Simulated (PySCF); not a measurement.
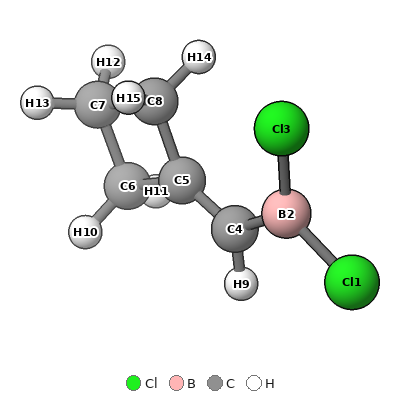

Geometry used (C₅H₇BCl₂, SMILES ClB(Cl)C=C1CCC1).

GIAO shifts, PBE0/pcSseg-1 in PySCF, at a GFN2-xTB geometry (no frequency check), against HCl for ³⁵Cl and TMS for ¹³C computed at the same level (Cl: the usual scale starts at aqueous chloride instead). Gas phase, fully decoupled, line heights follow the number of nuclei, widths are arbitrary (no quadrupolar broadening); values of one conformer, averaged over nuclei that symmetry or rotation about single bonds exchange, these motions taken as fast; other conformers aren't averaged in.

### Which ³⁵Cl signals does it give?

1 signal.


```
δ (ppm)  nuclei     atoms
  244.5       2  Cl1, Cl3
```

### Predict the ¹³C spectrum.

5 signals.


```
δ (ppm)  nuclei  atoms
  194.7       1     C5
  131.3       1     C4
   37.3       1     C8
   35.8       1     C6
   17.5       1     C7
```

The order of signals that lie close, as those under 2 ppm apart, is within the error of the method.

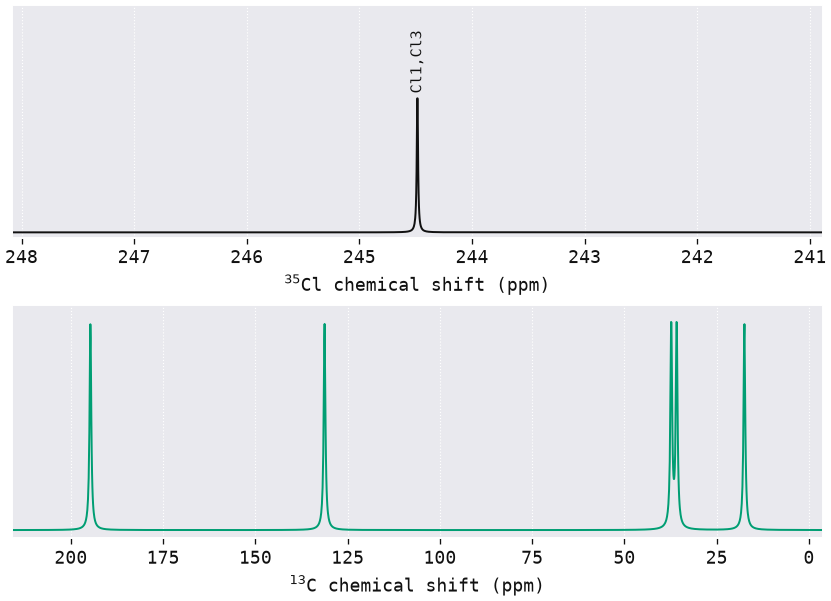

Known limits of this run: the tight-binding geometry is rougher than a DFT one and adds to the error.
